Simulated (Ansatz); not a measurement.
**Geometry relaxation, with input and output: AlN3H8 (part 1 of 2)**

AlN3H8, computed with RKS PBE-D4/def2-SVP (Ansatz 0.2.0).

The input holds or restrains some coordinates. It belongs to a series of runs on one base structure; here: pulled along the bonds that form and break, towards end A. Figures and captions count atoms from 1; the log counts them from 0 in places.

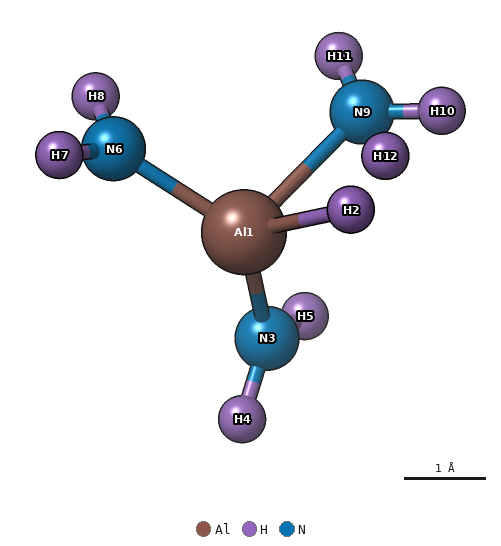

The structure as given in the input (ball-and-stick view, seen at a tilt; atoms are numbered from 1 in the order of the input). Sticks mark near contacts.

## Input file
```yaml
crystal:
  periodic: [false, false, false]
  atoms:
    - { symbol: Al, position_ang: [0.0, 0.0, 0.0] }
    - { symbol: H, position_ang: [0.0, 0.0, 1.91] }
    - { symbol: "N", position_ang: [1.6627, 0.0, -0.96] }
    - { symbol: H, position_ang: [2.1293, -0.9179, -1.2118] }
    - { symbol: H, position_ang: [2.1141, 0.9179, -1.2382] }
    - { symbol: "N", position_ang: [-1.6627, 0.0, -0.96] }
    - { symbol: H, position_ang: [-2.3316, -0.8164, -0.8614] }
    - { symbol: H, position_ang: [-1.9118, 0.8164, -1.5886] }
    - { symbol: "N", position_ang: [0.0995, 2.1044, 0.7] }
    - { symbol: H, position_ang: [0.493, 2.3259, 1.659] }
    - { symbol: H, position_ang: [-0.2465, 2.8877, 0.0753] }
    - { symbol: H, position_ang: [0.0486, 1.0269, 1.8385] }
basis:
  gaussian: { orbitals: def2-SVP }
hamiltonian:
  xc: pbe
  dispersion: d4
relax:
  f_tol: 0.15
  max_steps: 25
  restrain:
    - { distance: [0, 8], at: 3.12, k: 30.0 }
    - { distance: [11, 1], at: 1.86, k: 30.0 }
    - { distance: [0, 1], at: 1.56, k: 30.0 }
    - { distance: [11, 8], at: 1.06, k: 30.0 }
```

Machine: 2 threads of Arm Neoverse V2, 24 GiB of memory available, shared host.

Run as:
```bash
ansatz run input.yaml --threads 2 --pin off --max-ram 3072MiB --backend cpu --events-out ev --progress --plain --runs-dir out
```

## What the program printed
```
The last accepted step is kept in [file] (removed where the run ends without a failure and the disk answers)
Engine: ansatz 0.2.0, aarch64-unknown-linux-gnu
Functional definition: PBE
  parameter kappa = 0.804
  parameter beta = 0.06672455060314922
  exchange = pbe_x(kappa = kappa, mu = beta*pi^2/3)
  correlation = pbe_c(beta = beta)
1173 factors; their error is unknown
mean field evaluation 1: about -11156.5612 eV, gradient 1.1e2 eV
mean field evaluation 2: about -11015.9448 eV, gradient 2.2e2 eV
mean field evaluation 4: about -11173.2172 eV, gradient 5.0e1 eV
mean field evaluation 8: about -11180.6599 eV, gradient 6.6e-1 eV
mean field evaluation 16: about -11180.6011 eV, gradient 2.8e-3 eV
mean field -11180.60112122 eV, -410.8795127212 hartree, gradient 2.9e-5 eV, S^2 0.000000; 0 other end points of the search recorded, 0 dependent functions left out
the calculation of the forces begins
reference -11180.60116437 eV, -410.8795143069 hartree; 21, 21 occupied and 79, 79 virtual orbitals, 1173 factors
relax step   1: F+E_penalty+E_count = -11180.80775354 eV  Δ(F+E_penalty+E_count) = +0.000e0 eV  max|allowed force component| = 4.171e0 eV/Å  E_restraint = 28.18431612 eV  max|allowed force component, restraints' pulls added| = 3.349e1 eV/Å  Δτ_max = 0.0000 Å  (30 SCF iters, accepted)
  distance Al 0 - N 8 = 2.2200 Å
  distance H 11 - H 1 = 1.0305 Å
  distance Al 0 - H 1 = 1.9100 Å
  distance H 11 - N 8 = 1.5684 Å
these checks for a lower state are left out or cut short: starts, cluster_reference, orbital_swaps, neighbouring_geometries, increment
1173 factors; their error is unknown
mean field -11180.01747517 eV, -410.8580641243 hartree, gradient 1.9e-5 eV, S^2 0.000000; 0 other end points of the search recorded, 0 dependent functions left out
[... from here on the field's lines of each further geometry are left out, up to the last ...]
relax step   2: F+E_penalty+E_count = -11180.21071938 eV  Δ(F+E_penalty+E_count) = +5.970e-1 eV  max|allowed force component| = 3.629e0 eV/Å  E_restraint = 13.37656094 eV  max|allowed force component, restraints' pulls added| = 2.150e1 eV/Å  Δτ_max = 0.1986 Å  (35 SCF iters, accepted)
relax step   3: F+E_penalty+E_count = -11180.61058867 eV  Δ(F+E_penalty+E_count) = -3.999e-1 eV  max|allowed force component| = 4.221e0 eV/Å  E_restraint = 4.27995234 eV  max|allowed force component, restraints' pulls added| = 9.998e0 eV/Å  Δτ_max = 0.1949 Å  (35 SCF iters, accepted)
relax step   4: F+E_penalty+E_count = -11181.92663362 eV  Δ(F+E_penalty+E_count) = -1.316e0 eV  max|allowed force component| = 3.011e0 eV/Å  E_restraint = 0.59817260 eV  max|allowed force component, restraints' pulls added| = 4.407e0 eV/Å  Δτ_max = 0.1979 Å  (35 SCF iters, accepted)
relax step   5: F+E_penalty+E_count = -11182.97826751 eV  Δ(F+E_penalty+E_count) = -1.052e0 eV  max|allowed force component| = 1.930e0 eV/Å  E_restraint = 0.04343999 eV  max|allowed force component, restraints' pulls added| = 2.295e0 eV/Å  Δτ_max = 0.1943 Å  (33 SCF iters, accepted)
relax step   6: F+E_penalty+E_count = -11183.35762524 eV  Δ(F+E_penalty+E_count) = -3.794e-1 eV  max|allowed force component| = 1.326e0 eV/Å  E_restraint = 0.02750654 eV  max|allowed force component, restraints' pulls added| = 1.309e0 eV/Å  Δτ_max = 0.1999 Å  (34 SCF iters, accepted)
relax step   7: F+E_penalty+E_count = -11183.56873088 eV  Δ(F+E_penalty+E_count) = -2.111e-1 eV  max|allowed force component| = 1.384e0 eV/Å  E_restraint = 0.01039117 eV  max|allowed force component, restraints' pulls added| = 1.384e0 eV/Å  Δτ_max = 0.1909 Å  (34 SCF iters, accepted)
relax step   8: F+E_penalty+E_count = -11183.75948582 eV  Δ(F+E_penalty+E_count) = -1.908e-1 eV  max|allowed force component| = 9.340e-1 eV/Å  E_restraint = 0.00761244 eV  max|allowed force component, restraints' pulls added| = 5.799e-1 eV/Å  Δτ_max = 0.1998 Å  (27 SCF iters, accepted)
relax step   9: F+E_penalty+E_count = -11183.84194842 eV  Δ(F+E_penalty+E_count) = -8.246e-2 eV  max|allowed force component| = 8.187e-1 eV/Å  E_restraint = 0.00746175 eV  max|allowed force component, restraints' pulls added| = 3.110e-1 eV/Å  Δτ_max = 0.2000 Å  (27 SCF iters, accepted)
relax step  10: F+E_penalty+E_count = -11183.89603254 eV  Δ(F+E_penalty+E_count) = -5.408e-2 eV  max|allowed force component| = 7.412e-1 eV/Å  E_restraint = 0.00719007 eV  max|allowed force component, restraints' pulls added| = 2.695e-1 eV/Å  Δτ_max = 0.2000 Å  (29 SCF iters, accepted)
relax step  11: F+E_penalty+E_count = -11183.95096956 eV  Δ(F+E_penalty+E_count) = -5.494e-2 eV  max|allowed force component| = 7.131e-1 eV/Å  E_restraint = 0.00728274 eV  max|allowed force component, restraints' pulls added| = 4.232e-1 eV/Å  Δτ_max = 0.2000 Å  (29 SCF iters, accepted)
relax step  12: F+E_penalty+E_count = -11184.01203158 eV  Δ(F+E_penalty+E_count) = -6.106e-2 eV  max|allowed force component| = 7.197e-1 eV/Å  E_restraint = 0.00781899 eV  max|allowed force component, restraints' pulls added| = 3.256e-1 eV/Å  Δτ_max = 0.2000 Å  (35 SCF iters, accepted)
relax step  13: F+E_penalty+E_count = -11184.06676681 eV  Δ(F+E_penalty+E_count) = -5.474e-2 eV  max|allowed force component| = 7.248e-1 eV/Å  E_restraint = 0.00757362 eV  max|allowed force component, restraints' pulls added| = 3.421e-1 eV/Å  Δτ_max = 0.2000 Å  (27 SCF iters, accepted)
relax step  14: F+E_penalty+E_count = -11184.07882516 eV  Δ(F+E_penalty+E_count) = -1.206e-2 eV  max|allowed force component| = 7.676e-1 eV/Å  E_restraint = 0.00670940 eV  max|allowed force component, restraints' pulls added| = 3.278e-1 eV/Å  Δτ_max = 0.2000 Å  (29 SCF iters, accepted)
the calculation of the forces begins
reference -11183.93509792 eV, -411.0020341051 hartree; 21, 21 occupied and 79, 79 virtual orbitals, 1173 factors
relax step  15: F+E_penalty+E_count = -11184.11165749 eV  Δ(F+E_penalty+E_count) = -3.283e-2 eV  max|allowed force component| = 6.787e-1 eV/Å  E_restraint = 0.00731817 eV  max|allowed force component, restraints' pulls added| = 6.576e-2 eV/Å  Δτ_max = 0.1696 Å  (29 SCF iters, accepted)
  distance Al 0 - N 8 = 3.1111 Å
  distance H 11 - H 1 = 1.8705 Å
  distance Al 0 - H 1 = 1.5709 Å
  distance H 11 - N 8 = 1.0466 Å
1173 factors; their error is unknown
mean field evaluation 128: about -11161.7812 eV, gradient 1.0e2 eV
```

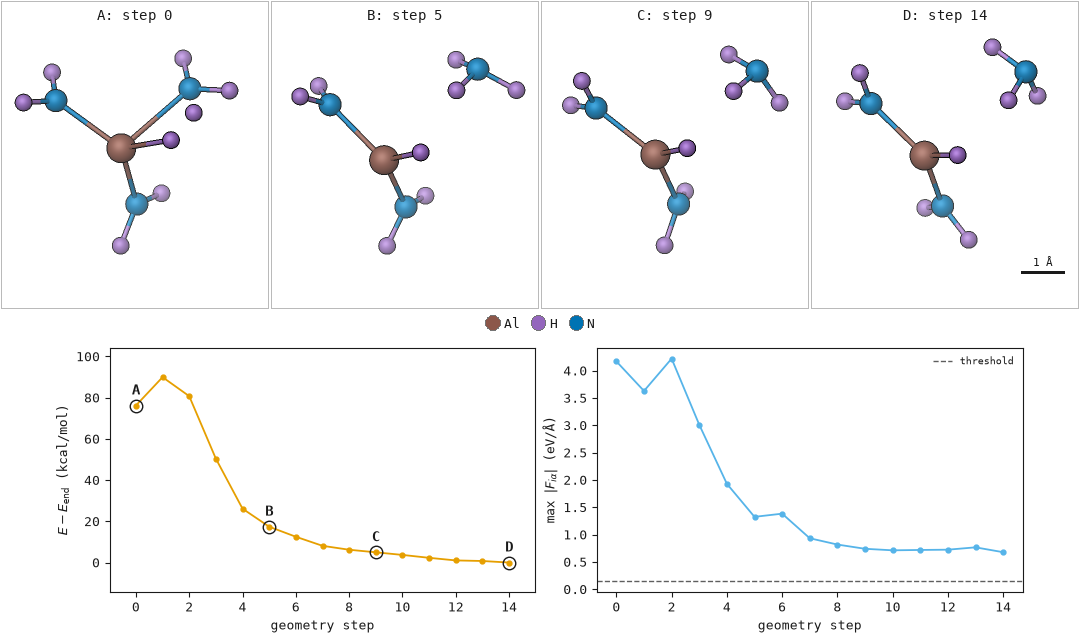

Frames of the restrained relaxation (ball-and-stick view, seen at a tilt) above the curves, on which the letters mark them (the first geometry is step 0 here and step 1 in the log).

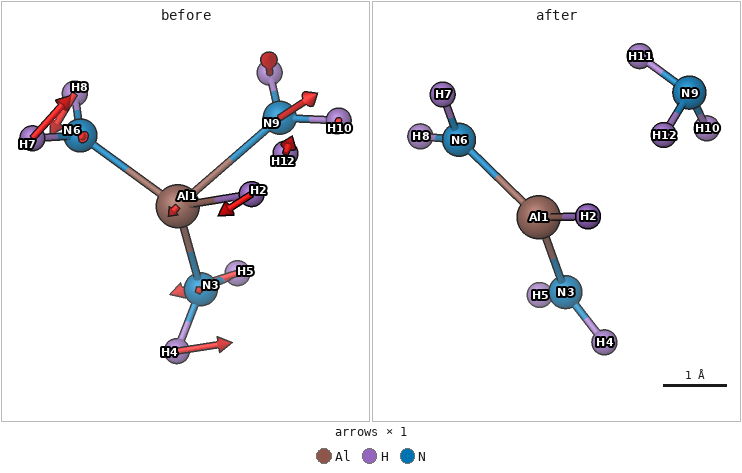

Before (left) and after (right) the restrained relaxation, at one scale (ball-and-stick view, seen at a tilt). The red arrows give the displacements, at true length. The largest move after the best rigid fit is that of H5, 1.15 Å. By element the largest moves are H 1.15 Å, N 0.94 Å, Al 0.24 Å. Among the contacts that change: Al1–N9 2.220 → 3.111 Å, N9–H12 1.568 → 1.047 Å, Al1–H2 1.910 → 1.571 Å, Al1–N3 1.920 → 1.788 Å. New bonds form: N9–H12 (1.57 → 1.05 Å). Bonds break: Al1–N9 (2.22 → 3.11 Å). Among the angles that change: H10–N9–H11 120.0° → 105.9°, H4–N3–H5 120.0° → 109.7°, Al1–N3–H5 120.0° → 125.5°. The energy falls by 76.2 kcal/mol in 14 geometry steps. Largest force component: 4.2 eV/Å at the start, 0.68 eV/Å at the end. (Atoms are counted from 1 in the order of the input.)

```
mean field -11183.93505448 eV, -411.0020325088 hartree, gradient 1.4e-5 eV, S^2 0.000000; 1 other end points of the search recorded, 0 dependent functions left out
the calculation of the forces begins
reference -11183.93509792 eV, -411.0020341051 hartree; 21, 21 occupied and 79, 79 virtual orbitals, 1173 factors
Total energy: -11184.11170093 eV, -411.0085241460 hartree
Atom 0 at     0.044330    -0.184771    -0.141452 Å, force     0.002991     0.249460    -0.216766 eV/Å
Atom 1 at    -0.016894    -0.436727     1.407873 Å, force    -0.008235    -0.366530     0.289020 eV/Å
Atom 2 at     1.625886    -0.123232    -0.972969 Å, force    -0.025193    -0.016733    -0.007237 eV/Å
Atom 3 at     2.512891    -0.401335    -0.549559 Å, force     0.003402     0.007771     0.015488 eV/Å
Atom 4 at     1.769088     0.095073    -1.960280 Å, force     0.020863    -0.000619    -0.030108 eV/Å
Atom 5 at    -1.475201     0.110576    -1.038735 Å, force    -0.003690    -0.002766    -0.003503 eV/Å
Atom 6 at    -2.401195     0.116473    -0.605699 Å, force     0.017331    -0.016949    -0.008120 eV/Å
Atom 7 at    -1.566901     0.225006    -2.049727 Å, force    -0.014031     0.014717    -0.005518 eV/Å
Atom 8 at    -0.054081     2.416705     1.561868 Å, force     0.004843    -0.551295    -0.037278 eV/Å
Atom 9 at     0.820138     2.590257     1.046204 Å, force     0.015220     0.006558    -0.007138 eV/Å
Atom 10 at    -0.814394     2.542237     0.878197 Å, force    -0.003107    -0.002292    -0.007428 eV/Å
Atom 11 at    -0.049069     1.394638     1.787078 Å, force    -0.010393     0.678678     0.018588 eV/Å
Dipole moment:     0.040209    -0.143965    -0.529177 e Å
```

## Trajectory as extended XYZ (Å, eV, eV/Å), 15 frames, from step=1 to step=15
```
12
Properties=species:S:1:pos:R:3:forces:R:3 step=1 energy=-11180.80775
Al    0.0000    0.0000    0.0000    0.6647   4.1705  -1.6301
H     0.0000    0.0000    1.9100    0.2484   0.6830   0.0239
N     1.6627    0.0000   -0.9600   -1.0286  -1.1817   0.6439
H     2.1293   -0.9179   -1.2118   -0.2290   1.6704  -0.0399
H     2.1141    0.9179   -1.2382   -0.3654  -1.5011   0.6143
N    -1.6627    0.0000   -0.9600    0.7847  -1.0703   1.1510
H    -2.3316   -0.8164   -0.8614    0.5883   1.5677  -0.5882
H    -1.9118    0.8164   -1.5886    0.1288  -1.3989   0.9735
N     0.0995    2.1044    0.7000    0.5142  -1.8332   0.0393
H     0.4930    2.3259    1.6590    0.3664   1.2899  -1.6469
H    -0.2465    2.8877    0.0753    0.0098  -0.6120   1.6679
H     0.0486    1.0269    1.8385   -1.6823  -1.7844  -1.2087
12
Properties=species:S:1:pos:R:3:forces:R:3 step=2 energy=-11180.21072
Al   -0.0009   -0.1324    0.0069    0.6108   3.4624  -0.9812
H    -0.0042   -0.1349    1.8374    0.0638   0.0417  -0.6961
N     1.6530   -0.0115   -0.9539   -1.0423  -0.6899   0.6919
H     2.1299   -0.9065   -1.2140   -0.0489   1.2402  -0.0852
H     2.1079    0.9042   -1.2304   -0.4763  -1.5076   0.5247
N    -1.6552   -0.0104   -0.9499    0.9808  -0.5959   1.0028
H    -2.3299   -0.8058   -0.8668    0.2649   1.1668  -0.4367
H    -1.9078    0.8037   -1.5779    0.2217  -1.4184   0.8444
N     0.0991    2.1841    0.7878    0.3130  -3.6293  -0.3991
H     0.5096    2.3550    1.6744    1.9846   3.1177   0.5917
H    -0.2473    2.8925    0.0942   -0.4457  -0.5397   1.8036
H     0.0403    1.2069    1.7549   -2.4264  -0.6483  -2.8607
```
